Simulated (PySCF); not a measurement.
# C₁₀H₁₅+: electronic excitations at several levels of theory

How much do the electronic excitations of C₁₀H₁₅+ (`C1[C+]2C[C@H]3C[C@@H]1C[C@@H](C2)C3`) depend on the level of theory, and what does each level cost?

Computed with PySCF 2.14.0, with density-fitted response routines of our own, on a single molecule in the gas phase. Atoms are numbered from 0 throughout.

## Step 1: Starting geometry

25 atoms, charge 1, multiplicity 1; geometry from: GFN2-xTB.

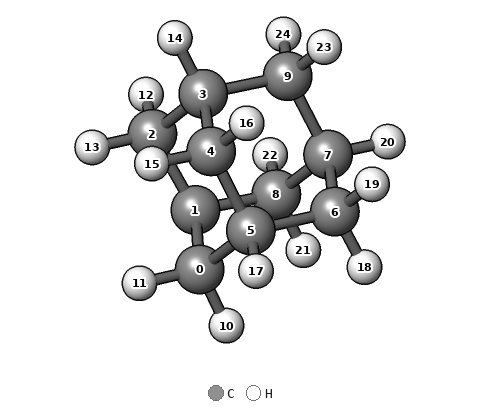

As it starts; carbon grey, hydrogen white, atoms numbered.

## Step 2: Optimising the geometry at PBE0-D3(BJ)/def2-SVP

The job: settings as JSON, then the geometry in Å.

```
{"job": {"xc": "PBE0", "basis": "def2-SVP", "d3": "d3bj", "grid": 2, "kind": "geom"}, "charge": 1, "multiplicity": 1}
C     -1.261370    -1.277880    -0.067520
C      0.075470    -1.329390     0.639740
C      1.243490    -1.257020    -0.319680
C      1.173960     0.129720    -0.994260
C     -0.176830     0.268750    -1.734040
C     -1.350570     0.108620    -0.740090
C     -1.239030     1.207530     0.342140
C      0.101870     1.077240     1.101250
C      0.179790    -0.316790     1.759520
C      1.262210     1.228430     0.090310
H     -2.078410    -1.419790     0.648670
H     -1.331600    -2.079860    -0.810800
H      2.189110    -1.384250     0.219070
H      1.177520    -2.058800    -1.063560
H      2.000520     0.240800    -1.704670
H     -0.249820    -0.490880    -2.522050
H     -0.234530     1.247420    -2.225930
H     -2.303870     0.204820    -1.271310
H     -2.075600     1.122750     1.046620
H     -1.310590     2.198440    -0.122670
H      0.172580     1.856330     1.868220
H     -0.634900    -0.457010     2.478790
H      1.123630    -0.442370     2.301770
H      1.223280     2.219620    -0.377790
H      2.223700     1.158680     0.613770
```

The log of the run:

```text
step   0  E = -389.09606669  max force = 0.100042
step   1  E = -389.12203592  max force = 0.023943
step   2  E = -389.12499932  max force = 0.007029
step   3  E = -389.12539223  max force = 0.001988
step   4  E = -389.12541821  max force = 0.000917
step   5  E = -389.12542075  max force = 0.000133
optimisation converged
```

Wall time 2 min (8 threads of Intel Xeon Platinum 8375C at 2.90GHz (Ice Lake), shared host).

Relaxation path:

```csv
step,energy from step 0 (eV),largest force component (eV/Å)
0,0.0000,5.1444
1,-0.7067,1.2312
2,-0.7873,0.3614
3,-0.7980,0.1022
4,-0.7987,0.0472
5,-0.7988,0.0068
```

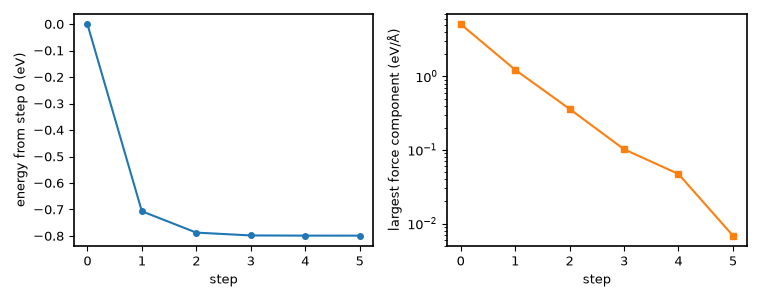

Energy and force, step by step.

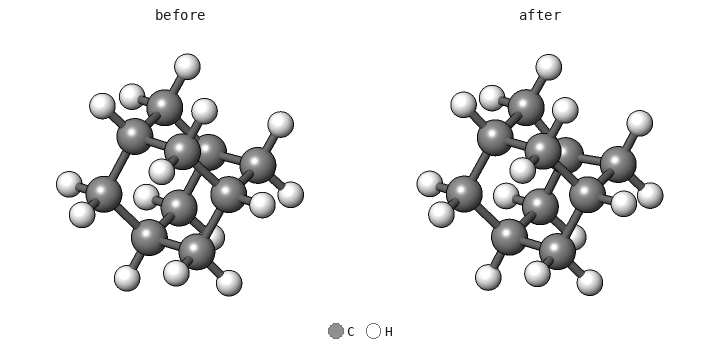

The geometry before (left) and after (right).

Close pairs (by a distance rule), those that changed most:

```csv
bond,before (Å),after (Å),change (Å)
C0–C5,1.544,1.608,+0.064
C7–C8,1.544,1.608,+0.064
C2–C3,1.544,1.608,+0.064
C1–C8,1.513,1.452,-0.061
C1–C2,1.513,1.452,-0.061
C0–C1,1.513,1.452,-0.061
C5–C6,1.546,1.525,-0.022
C4–C5,1.546,1.525,-0.022
```

The next job starts from the end point, and lists it.

```csv
at the end point,value
point group (found at 0.08 Å tolerance),C3v
"rotational constants (GHz, main isotopes)","1.764, 1.764, 1.700"
```

## Step 3: Ultraviolet spectrum: CAM-B3LYP/def2-SVPD

The job: settings as JSON, then the geometry in Å.

```
{"job": {"kind": "uv", "xc": "CAM-B3LYP", "basis": "def2-SVPD", "nstates": 12, "ntriplets": 4}, "charge": 1, "multiplicity": 1}
C     -1.242927    -1.305696    -0.045476
C      0.068673    -1.173749     0.563191
C      1.231604    -1.282802    -0.299273
C      1.150132     0.163975    -0.995741
C     -0.179972     0.265389    -1.733923
C     -1.330748     0.140874    -0.741690
C     -1.241105     1.202757     0.348587
C      0.099252     1.092336     1.066643
C      0.183781    -0.356745     1.757962
C      1.263947     1.226138     0.091996
H     -2.064119    -1.402492     0.675890
H     -1.300720    -2.077785    -0.823054
H      2.183704    -1.363759     0.240225
H      1.144141    -2.054902    -1.074069
H      2.002851     0.202925    -1.690437
H     -0.252991    -0.504633    -2.517630
H     -0.241769     1.236978    -2.249413
H     -2.307105     0.162828    -1.249114
H     -2.076033     1.105590     1.059860
H     -1.335487     2.203090    -0.103050
H      0.176997     1.815742     1.892407
H     -0.654394    -0.465400     2.457787
H      1.148658    -0.448548     2.272439
H      1.246250     2.227100    -0.367688
H      2.227388     1.145901     0.619071
```

Method: TDDFT CAM-B3LYP/def2-SVPD, vertical, gas phase, core orbitals frozen in the response.

The log of the run:

```text
coarse grid: 20160 points
cycle   1  E = -389.2108022084  dE =  2.108e+00  |g| = 3.762e-01  |ddm| = 1.064e+01
cycle   2  E = -389.2236609464  dE = -1.286e-02  |g| = 3.410e-01  |ddm| = 2.622e+00
cycle   3  E = -389.2512388962  dE = -2.758e-02  |g| = 6.192e-02  |ddm| = 1.180e+00
cycle   4  E = -389.2521442220  dE = -9.053e-04  |g| = 2.342e-02  |ddm| = 2.589e-01
cycle   5  E = -389.2522811613  dE = -1.369e-04  |g| = 3.007e-03  |ddm| = 6.096e-02
cycle   6  E = -389.2522839427  dE = -2.781e-06  |g| = 9.294e-04  |ddm| = 1.392e-02
final grid: 192664 points
cycle   7  E = -389.3383810500  dE = -9.329e-05  |g| = 4.088e-03  |ddm| = 3.146e-01
cycle   8  E = -389.3383817177  dE = -6.677e-07  |g| = 4.136e-03  |ddm| = 3.857e-02
cycle   9  E = -389.3383858171  dE = -4.099e-06  |g| = 4.048e-04  |ddm| = 1.568e-02
cycle  10  E = -389.3383858522  dE = -3.509e-08  |g| = 2.221e-04  |ddm| = 2.948e-03
cycle  11  E = -389.3383858636  dE = -1.140e-08  |g| = 2.453e-05  |ddm| = 8.243e-04
cycle  12  E = -389.3383858638  dE = -1.893e-10  |g| = 4.337e-06  |ddm| = 1.265e-04
converged SCF energy = -389.3383858638

Static polarisability (au): isotropic 97.366, principal 96.402 97.847 97.849

Singlet excitations
state   eV       nm        f      main configurations
  1   4.7313    262.1   0.00312   H->L 0.94
  2   4.7315    262.0   0.00312   H-1->L 0.94
  3   5.6095    221.0   0.04262   H-3->L 0.49, H-2->L 0.43
  4   5.6096    221.0   0.04263   H-2->L 0.49, H-3->L 0.43
  5   5.9818    207.3   0.00000   H-5->L 0.99
  6   6.3159    196.3   0.01143   H-6->L 0.90
  7   6.3165    196.3   0.01142   H-7->L 0.90
  8   6.6544    186.3   0.09864   H-4->L 0.97
  9   7.7075    160.9   0.06243   H-8->L 0.84, H-9->L 0.08
 10   7.7077    160.9   0.06242   H-9->L 0.84, H-8->L 0.08
 11   8.0501    154.0   0.00000   H-12->L 0.98
 12   8.1539    152.1   0.00008   H-10->L 0.84

Triplet excitations (Tamm-Dancoff, eV): 4.3732 4.3734 5.1656 5.1656
```

It took 1.8 min on 8 threads of Intel Xeon Platinum 8375C at 2.90GHz (Ice Lake), shared host.

The orbitals next to the gap, with their largest atomic shares:

```csv
orbital,eV,atoms
HOMO−3,-15.12,"C6 15 %, C2 14 %, C3 12 %"
HOMO−2,-15.12,"C9 13 %, C0 12 %, C4 11 %"
HOMO−1,-14.45,"C5 13 %, C7 12 %, C3 11 %"
HOMO,-14.45,"C3 13 %, C7 12 %, C5 11 %"
LUMO,-6.19,"C1 46 %, C5 7 %, C3 7 %"
LUMO+1,-2.54,"C2 6 %, C8 6 %, C0 6 %"
LUMO+2,-1.68,"H14 9 %, H10 9 %, H12 8 %"
```

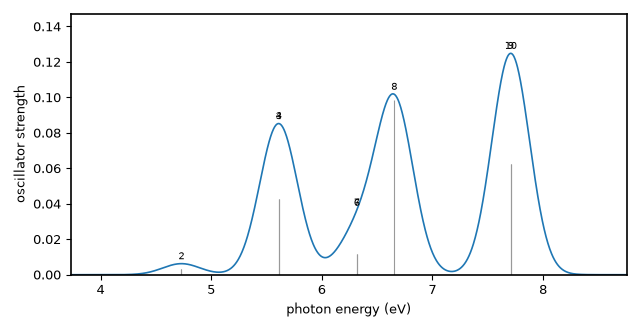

Absorption spectrum from the 12 singlet states computed; above the last one it falls off for lack of states. Lines are broadened to a width of 0.40 eV (Gaussian).

Further results of this job:

```csv
property,computed
polarisability (Å³),14.43
HOMO–LUMO gap (eV),8.26
−ε(HOMO) (eV),14.45
```

## Step 4: TDDFT and polarisability: PBE0/def2-SVPD

Same as in step 3 but for these lines:

```diff
@@ -1,2 +1,2 @@
-{"job": {"kind": "uv", "xc": "CAM-B3LYP", "basis": "def2-SVPD", "nstates": 12, "ntriplets": 4}, "charge": 1, "multiplicity": 1}
+{"job": {"kind": "uv", "xc": "PBE0", "basis": "def2-SVPD", "nstates": 12, "ntriplets": 4}, "charge": 1, "multiplicity": 1}
 C     -1.242927    -1.305696    -0.045476
```

Method: TDDFT PBE0/def2-SVPD, vertical, gas phase, core orbitals frozen in the response.

The log of the run:

```text
coarse grid: 20160 points
cycle   1  E = -389.0180909803  dE =  1.623e+00  |g| = 3.768e-01  |ddm| = 9.390e+00
cycle   2  E = -388.9983582504  dE =  1.973e-02  |g| = 4.746e-01  |ddm| = 2.563e+00
cycle   3  E = -389.0539276760  dE = -5.557e-02  |g| = 8.461e-02  |ddm| = 1.256e+00
cycle   4  E = -389.0556103075  dE = -1.683e-03  |g| = 3.130e-02  |ddm| = 2.921e-01
cycle   5  E = -389.0558566801  dE = -2.464e-04  |g| = 5.198e-03  |ddm| = 8.865e-02
cycle   6  E = -389.0558622163  dE = -5.536e-06  |g| = 1.511e-03  |ddm| = 3.697e-02
final grid: 192664 points
cycle   7  E = -389.1181324851  dE = -1.391e-04  |g| = 1.209e-02  |ddm| = 5.063e-01
cycle   8  E = -389.1180972992  dE =  3.519e-05  |g| = 1.725e-02  |ddm| = 9.908e-02
cycle   9  E = -389.1181705407  dE = -7.324e-05  |g| = 9.647e-04  |ddm| = 6.095e-02
cycle  10  E = -389.1181707331  dE = -1.923e-07  |g| = 3.397e-04  |ddm| = 5.432e-03
cycle  11  E = -389.1181707585  dE = -2.544e-08  |g| = 8.011e-05  |ddm| = 1.281e-03
cycle  12  E = -389.1181707600  dE = -1.437e-09  |g| = 2.120e-05  |ddm| = 3.503e-04
cycle  13  E = -389.1181707601  dE = -1.071e-10  |g| = 6.402e-06  |ddm| = 6.939e-05
converged SCF energy = -389.1181707601

Static polarisability (au): isotropic 98.312, principal 97.156 98.889 98.892

Singlet excitations
state   eV       nm        f      main configurations
  1   4.3749    283.4   0.00131   H->L 0.99
  2   4.3752    283.4   0.00131   H-1->L 0.99
  3   5.2890    234.4   0.04054   H-2->L 0.74, H-3->L 0.22
  4   5.2890    234.4   0.04054   H-3->L 0.74, H-2->L 0.22
  5   5.6657    218.8   0.00000   H-5->L 1.00
  6   6.0153    206.1   0.00758   H-6->L 0.95
  7   6.0159    206.1   0.00758   H-7->L 0.95
  8   6.2923    197.0   0.08619   H-4->L 0.97
  9   7.3635    168.4   0.06278   H-8->L 0.89
 10   7.3637    168.4   0.06279   H-9->L 0.89
 11   7.6979    161.1   0.00000   H-12->L 1.00
 12   7.7121    160.8   0.00223   H-10->L 0.84

Triplet excitations (Tamm-Dancoff, eV): 4.0730 4.0733 4.8029 4.8030
```

It took 86 s on 8 threads of Intel Xeon Platinum 8375C at 2.90GHz (Ice Lake), shared host.

Key values: HOMO -13.06 eV, LUMO -7.28 eV; lowest singlet 4.37 eV.

## Step 5: TDDFT and polarisability: PBE/def2-SVPD

Same as in step 4 but for these lines:

```diff
@@ -1,2 +1,2 @@
-{"job": {"kind": "uv", "xc": "PBE0", "basis": "def2-SVPD", "nstates": 12, "ntriplets": 4}, "charge": 1, "multiplicity": 1}
+{"job": {"kind": "uv", "xc": "PBE", "basis": "def2-SVPD", "nstates": 12, "ntriplets": 4}, "charge": 1, "multiplicity": 1}
 C     -1.242927    -1.305696    -0.045476
```

Level: TDDFT PBE/def2-SVPD, vertical, gas phase, core orbitals frozen in the response.

The log of the run:

```text
coarse grid: 20160 points
cycle   1  E = -388.8800384598  dE =  1.142e+00  |g| = 5.513e-01  |ddm| = 1.095e+01
cycle   2  E = -388.7008139715  dE =  1.792e-01  |g| = 9.914e-01  |ddm| = 3.219e+00
cycle   3  E = -388.9510258911  dE = -2.502e-01  |g| = 2.072e-01  |ddm| = 2.230e+00
cycle   4  E = -388.9620093017  dE = -1.098e-02  |g| = 6.899e-02  |ddm| = 6.477e-01
cycle   5  E = -388.9632002009  dE = -1.191e-03  |g| = 1.847e-02  |ddm| = 3.085e-01
cycle   6  E = -388.9632596028  dE = -5.940e-05  |g| = 8.856e-03  |ddm| = 1.111e-01
cycle   7  E = -388.9632784618  dE = -1.886e-05  |g| = 5.987e-04  |ddm| = 1.883e-02
cycle   8  E = -388.9632785532  dE = -9.140e-08  |g| = 1.730e-04  |ddm| = 2.584e-03
final grid: 192664 points
cycle   9  E = -389.0489773751  dE = -2.064e-04  |g| = 1.753e-02  |ddm| = 7.372e-01
cycle  10  E = -389.0487969377  dE =  1.804e-04  |g| = 3.208e-02  |ddm| = 1.386e-01
cycle  11  E = -389.0490567979  dE = -2.599e-04  |g| = 2.547e-03  |ddm| = 1.018e-01
cycle  12  E = -389.0490581854  dE = -1.388e-06  |g| = 7.895e-04  |ddm| = 1.320e-02
cycle  13  E = -389.0490583206  dE = -1.351e-07  |g| = 2.553e-04  |ddm| = 2.154e-03
cycle  14  E = -389.0490583342  dE = -1.361e-08  |g| = 1.337e-04  |ddm| = 9.495e-04
cycle  15  E = -389.0490583391  dE = -4.899e-09  |g| = 1.250e-05  |ddm| = 3.607e-04
cycle  16  E = -389.0490583391  dE = -3.683e-11  |g| = 4.308e-06  |ddm| = 6.972e-05
converged SCF energy = -389.0490583391

Static polarisability (au): isotropic 101.533, principal 99.938 102.330 102.333

Singlet excitations
state   eV       nm        f      main configurations
  1   3.6599    338.8   0.00017   H->L 0.99
  2   3.6602    338.7   0.00017   H-1->L 0.99
  3   4.6095    269.0   0.03418   H-2->L 0.90
  4   4.6096    269.0   0.03418   H-3->L 0.90
  5   4.8949    253.3   0.00000   H-4->L 1.00
  6   5.3032    233.8   0.00362   H-6->L 0.99
  7   5.3037    233.8   0.00362   H-7->L 0.99
  8   5.6180    220.7   0.06806   H-5->L 0.94
  9   6.5722    188.6   0.05374   H-8->L 0.81
 10   6.5725    188.6   0.05376   H-9->L 0.81
 11   6.7980    182.4   0.00000   H-12->L 1.00
 12   6.9005    179.7   0.01249   H-10->L 0.82, H-9->L 0.10

Triplet excitations (Tamm-Dancoff, eV): 3.4661 3.4664 4.1404 4.1405
```

Run time: 62 s. Hardware: 8 threads of Intel Xeon Platinum 8375C at 2.90GHz (Ice Lake), shared host.

This run: HOMO -11.74 eV, LUMO -8.16 eV; lowest singlet 3.66 eV.

## Step 6: TDDFT and polarisability: B3LYP/def2-SVPD

Same as in step 5 but for these lines:

```diff
@@ -1,2 +1,2 @@
-{"job": {"kind": "uv", "xc": "PBE", "basis": "def2-SVPD", "nstates": 12, "ntriplets": 4}, "charge": 1, "multiplicity": 1}
+{"job": {"kind": "uv", "xc": "B3LYP", "basis": "def2-SVPD", "nstates": 12, "ntriplets": 4}, "charge": 1, "multiplicity": 1}
 C     -1.242927    -1.305696    -0.045476
```

Level: TDDFT B3LYP/def2-SVPD, vertical, gas phase, core orbitals frozen in the response.

The log of the run:

```text
coarse grid: 20160 points
cycle   1  E = -389.4420840516  dE =  1.508e+00  |g| = 4.305e-01  |ddm| = 1.105e+01
cycle   2  E = -389.4061721632  dE =  3.591e-02  |g| = 5.706e-01  |ddm| = 2.742e+00
cycle   3  E = -389.4871336315  dE = -8.096e-02  |g| = 1.077e-01  |ddm| = 1.451e+00
cycle   4  E = -389.4899370034  dE = -2.803e-03  |g| = 3.642e-02  |ddm| = 3.819e-01
cycle   5  E = -389.4902685497  dE = -3.315e-04  |g| = 8.205e-03  |ddm| = 1.215e-01
cycle   6  E = -389.4902823541  dE = -1.380e-05  |g| = 2.580e-03  |ddm| = 5.722e-02
cycle   7  E = -389.4902839285  dE = -1.574e-06  |g| = 4.274e-04  |ddm| = 8.551e-03
final grid: 192664 points
cycle   8  E = -389.5735857403  dE = -1.479e-04  |g| = 7.092e-03  |ddm| = 5.397e-01
cycle   9  E = -389.5735730516  dE =  1.269e-05  |g| = 1.021e-02  |ddm| = 5.883e-02
cycle  10  E = -389.5735990768  dE = -2.603e-05  |g| = 8.074e-04  |ddm| = 3.438e-02
cycle  11  E = -389.5735992064  dE = -1.297e-07  |g| = 3.172e-04  |ddm| = 4.520e-03
cycle  12  E = -389.5735992292  dE = -2.271e-08  |g| = 5.979e-05  |ddm| = 1.012e-03
cycle  13  E = -389.5735992299  dE = -7.984e-10  |g| = 1.743e-05  |ddm| = 3.296e-04
converged SCF energy = -389.5735992299

Static polarisability (au): isotropic 98.858, principal 97.766 99.403 99.404

Singlet excitations
state   eV       nm        f      main configurations
  1   4.2829    289.5   0.00103   H->L 0.99
  2   4.2832    289.5   0.00103   H-1->L 0.99
  3   5.1676    239.9   0.04084   H-2->L 0.89, H-3->L 0.09
  4   5.1677    239.9   0.04084   H-3->L 0.89, H-2->L 0.09
  5   5.5369    223.9   0.00000   H-5->L 1.00
  6   5.9039    210.0   0.00615   H-6->L 0.96
  7   5.9044    210.0   0.00615   H-7->L 0.96
  8   6.1677    201.0   0.08415   H-4->L 0.97
  9   7.2252    171.6   0.06100   H-8->L 0.68, H-9->L 0.18
 10   7.2254    171.6   0.06100   H-9->L 0.68, H-8->L 0.18
 11   7.4995    165.3   0.00000   H-12->L 1.00
 12   7.5087    165.1   0.00235   H-10->L 0.81, H-9->L 0.12

Triplet excitations (Tamm-Dancoff, eV): 4.0293 4.0296 4.6922 4.6922
```

It took 82 s on 8 threads of Intel Xeon Platinum 8375C at 2.90GHz (Ice Lake), shared host.

In short: HOMO -12.88 eV, LUMO -7.49 eV; lowest singlet 4.28 eV.

## Step 7: Run by run: electronic excitations

Excitations and ground-state properties, with basis size and wall time:

```csv
run,lowest singlet (eV),brightest (eV),f,gap (eV),α (Å³),functions,time
CAM-B3LYP/def2-SVPD,4.73,6.65,0.099,8.26,14.43,320,1.8 min
PBE0/def2-SVPD,4.37,6.29,0.086,5.78,14.57,320,86 s
PBE/def2-SVPD,3.66,5.62,0.068,3.57,15.05,320,62 s
B3LYP/def2-SVPD,4.28,6.17,0.084,5.39,14.65,320,82 s
```

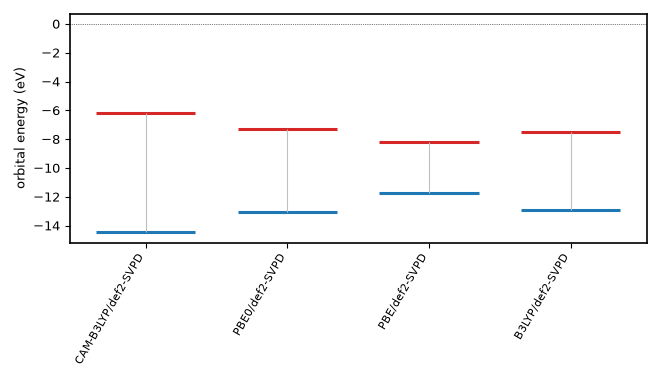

HOMO (blue) and LUMO (red) run by run.

## Step 8: Outcome

| quantity | value |
| --- | --- |
| point group | C3v |
| rotational constants (main isotopes) | 1.76, 1.76, 1.70 GHz |
| lowest singlet (CAM-B3LYP/def2-SVPD) | 4.73 eV (262 nm), f = 0.003 |
| brightest single state of those computed | state 8, 6.65 eV, f = 0.099 |
| lowest triplet | 4.37 eV |
| range of the lowest singlet | 3.66 to 4.73 eV |

**Reading.** Single values in the summary come from the first sound run of each kind (CAM-B3LYP/def2-SVPD), which need not be the best level. The optimisation took 5 steps and gained 0.799 eV; among the close pairs (by a distance rule), C0–C5 changed most, from 1.544 to 1.608 Å. No frequency check was run at this level, so the end point may be a saddle. The first singlet state (HOMO→LUMO 0.94) lies at 4.73 eV and is weak; of the 12 states computed, the strongest absorption comes from states 9 to 10 together at 7.71 eV. The lowest triplet lies 0.36 eV below the lowest singlet (triplets in Tamm-Dancoff, singlets in full TDDFT). The lowest singlet runs from 3.66 eV (PBE/def2-SVPD) to 4.73 eV (CAM-B3LYP/def2-SVPD), while the orbital gap spans 3.57 to 8.26 eV: the excitation energy moves far less from run to run than the orbital gap does. The lowest state need not be the same one in every run.
